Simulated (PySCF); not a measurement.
# Si5H12: one change and its effect

System: Si5H12.
Method of the first run: GIAO B97-2/pcSseg-1 NMR shielding, non-relativistic, gas phase (PySCF 2.14.0).

The geometry comes from this level: PBE0-D3(BJ)/def2-SVP. Text and figures count atoms from 1; the logs count them from 0 in places.

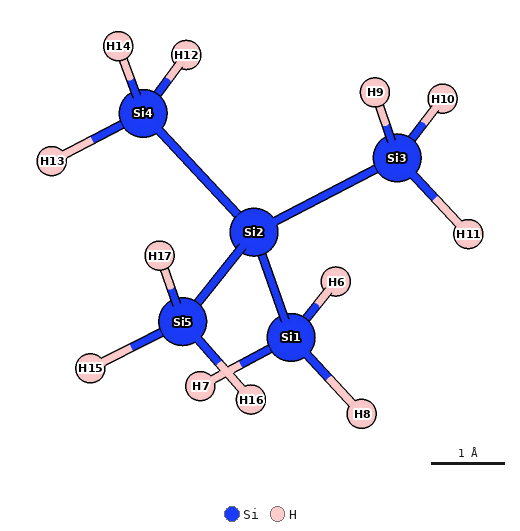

The input geometry (ball-and-stick view, seen at a tilt; atoms are numbered from 1 in the order of the input).

### The input, the first run
```
{"job": {"kind": "nmr", "xc": "B97-2", "basis": "pcSseg-1", "pop": false}, "charge": 0, "multiplicity": 1}
Si    -0.205077    -1.024987    -2.094479
Si    -0.009245     0.008737    -0.001158
Si    -0.131402     2.333321    -0.259426
Si    -1.728606    -0.735277     1.404673
Si     2.051774    -0.563160     0.955824
H     -1.521901    -0.684530    -2.716626
H     -0.113394    -2.510278    -1.943257
H      0.891206    -0.560653    -2.999899
H      0.027576     3.007752     1.065978
H     -1.453741     2.718672    -0.842541
H      0.956224     2.801348    -1.173527
H     -3.061912    -0.389899     0.821520
H     -1.643891    -2.219398     1.571986
H     -1.608569    -0.090989     2.749138
H      2.134595    -2.044674     1.144588
H      3.174645    -0.124924     0.070354
H      2.199179     0.102400     2.287272
```

The first line tells a small driver script what to run in PySCF; the rest is the geometry in Å.

Command:
```bash
OMP_NUM_THREADS=1 python <driver script> task.json out
```

Hardware: 1 CPU thread, shared host.

### Output (the first run)
```
coarse grid: 15560 points
cycle   1  E = -1454.6677586917  dE = -4.276e-01  |g| = 1.337e-01  |ddm| = 3.568e+00
cycle   2  E = -1454.6726450707  dE = -4.886e-03  |g| = 5.985e-02  |ddm| = 3.012e-01
cycle   3  E = -1454.6733604329  dE = -7.154e-04  |g| = 2.576e-02  |ddm| = 1.240e-01
cycle   4  E = -1454.6735998690  dE = -2.394e-04  |g| = 7.664e-03  |ddm| = 5.267e-02
cycle   5  E = -1454.6736174100  dE = -1.754e-05  |g| = 7.491e-04  |ddm| = 1.195e-02
cycle   6  E = -1454.6736175758  dE = -1.658e-07  |g| = 1.085e-04  |ddm| = 1.448e-03
final grid: 124096 points
cycle   7  E = -1454.6892668314  dE = -3.117e-05  |g| = 5.362e-03  |ddm| = 2.007e-02
cycle   8  E = -1454.6892680330  dE = -1.202e-06  |g| = 1.763e-03  |ddm| = 3.491e-03
cycle   9  E = -1454.6892682320  dE = -1.990e-07  |g| = 1.920e-04  |ddm| = 1.446e-03
cycle  10  E = -1454.6892682464  dE = -1.440e-08  |g| = 5.398e-05  |ddm| = 4.335e-04
cycle  11  E = -1454.6892682474  dE = -9.363e-10  |g| = 1.188e-05  |ddm| = 9.972e-05
converged SCF energy = -1454.6892682474

GIAO shielding tensors (ppm)
atom      isotropic    diamagn.    paramagn.     s11        s22        s33       span
  0 Si     452.044     880.740    -428.697    442.433    443.022    470.676     28.242
  1 Si     510.778     884.722    -373.944    509.591    510.859    511.884      2.294
  2 Si     452.152     880.716    -428.564    442.647    443.270    470.538     27.891
  3 Si     452.088     880.736    -428.649    442.405    443.070    470.787     28.382
  4 Si     451.969     880.774    -428.805    442.456    442.649    470.802     28.346
  5 H       27.689      29.651      -1.963     24.170     25.605     33.291      9.121
  6 H       27.692      29.662      -1.970     24.169     25.631     33.276      9.107
  7 H       27.691      29.661      -1.970     24.169     25.621     33.282      9.112
  8 H       27.690      29.637      -1.947     24.161     25.622     33.287      9.125
  9 H       27.686      29.626      -1.940     24.159     25.604     33.294      9.135
 10 H       27.688      29.643      -1.955     24.165     25.631     33.268      9.103
 11 H       27.687      29.640      -1.952     24.159     25.595     33.309      9.149
 12 H       27.693      29.666      -1.973     24.176     25.639     33.264      9.088
 13 H       27.692      29.653      -1.962     24.172     25.621     33.283      9.111
 14 H       27.695      29.692      -1.997     24.180     25.632     33.273      9.093
 15 H       27.693      29.676      -1.983     24.175     25.608     33.297      9.123
 16 H       27.692      29.689      -1.997     24.177     25.621     33.277      9.100
```

The second run used a changed input.

### The two runs side by side

```tsv
quantity	the first run	the second run
outcome	converged	converged
total energy (hartree)	−1454.689268	−1471.342577
HOMO (eV)	−7.88	−9.19
LUMO (eV)	−0.23	−1.92
dipole moment (D)	0.02	0.03
shielding of Si1 (ppm)	452.0	420.3
shielding of Si2 (ppm)	510.8	461.9
shielding of Si3 (ppm)	452.2	420.4
shielding of Si4 (ppm)	452.1	420.3
shielding of Si5 (ppm)	452.0	420.2
shielding of H6 (ppm)	27.7	28.4
shielding of H10 (ppm)	27.7	28.4
SCF iterations	11	11
basis functions	180	180
wall time (shared host)	25 s	23 s
```

Which change of the input explains these differences?

The change (lines with − go, lines with + come):
```diff
-"xc": "B97-2"
+"xc": "WP04"
```

The total energies belong to different methods, so their difference says nothing on which is more stable or more accurate. The HOMO goes from −7.88 to −9.19 eV. The LUMO goes from −0.23 to −1.92 eV. Of all shieldings, the largest change is that of Si2, by −48.9 ppm. The functional changes from B97-2 to WP04. Exact exchange removes part of the self-interaction error of semilocal functionals, which pushes filled and empty levels apart. The number of SCF iterations is the same.

### Output (the second run)
```
coarse grid: 15560 points
cycle   1  E = -1471.3028169873  dE = -4.969e-01  |g| = 2.926e-01  |ddm| = 3.628e+00
cycle   2  E = -1471.3148789258  dE = -1.206e-02  |g| = 1.156e-01  |ddm| = 5.404e-01
cycle   3  E = -1471.3160196932  dE = -1.141e-03  |g| = 1.233e-02  |ddm| = 1.092e-01
cycle   4  E = -1471.3160425802  dE = -2.289e-05  |g| = 7.997e-03  |ddm| = 2.779e-02
cycle   5  E = -1471.3160609242  dE = -1.834e-05  |g| = 1.207e-03  |ddm| = 1.309e-02
cycle   6  E = -1471.3160613477  dE = -4.235e-07  |g| = 4.657e-04  |ddm| = 2.463e-03
final grid: 124096 points
cycle   7  E = -1471.3425743919  dE = -7.294e-06  |g| = 3.218e-03  |ddm| = 1.869e-02
cycle   8  E = -1471.3425739224  dE =  4.695e-07  |g| = 2.914e-03  |ddm| = 8.409e-03
cycle   9  E = -1471.3425764268  dE = -2.504e-06  |g| = 5.095e-04  |ddm| = 5.012e-03
cycle  10  E = -1471.3425765229  dE = -9.614e-08  |g| = 4.934e-05  |ddm| = 8.357e-04
cycle  11  E = -1471.3425765235  dE = -5.343e-10  |g| = 8.536e-06  |ddm| = 8.450e-05
converged SCF energy = -1471.3425765235

GIAO shielding tensors (ppm)
atom      isotropic    diamagn.    paramagn.     s11        s22        s33       span
  0 Si     420.251     883.058    -462.807    409.335    409.740    441.677     32.342
  1 Si     461.866     888.590    -426.724    460.661    461.955    462.982      2.321
  2 Si     420.354     883.028    -462.675    409.476    410.024    441.561     32.084
  3 Si     420.304     883.052    -462.747    409.310    409.819    441.784     32.474
  4 Si     420.224     883.097    -462.873    409.418    409.459    441.795     32.376
  5 H       28.357      30.631      -2.273     25.131     26.391     33.550      8.419
  6 H       28.359      30.653      -2.294     25.126     26.414     33.537      8.410
  7 H       28.358      30.649      -2.291     25.128     26.404     33.541      8.413
  8 H       28.357      30.620      -2.262     25.120     26.406     33.546      8.425
  9 H       28.354      30.603      -2.249     25.120     26.389     33.553      8.432
 10 H       28.356      30.631      -2.275     25.124     26.414     33.529      8.405
 11 H       28.356      30.617      -2.261     25.121     26.381     33.566      8.445
 12 H       28.360      30.658      -2.298     25.133     26.421     33.525      8.392
 13 H       28.360      30.637      -2.277     25.130     26.406     33.543      8.413
 14 H       28.361      30.685      -2.324     25.136     26.415     33.533      8.397
 15 H       28.361      30.662      -2.301     25.133     26.393     33.556      8.423
 16 H       28.359      30.676      -2.317     25.135     26.405     33.538      8.402
```
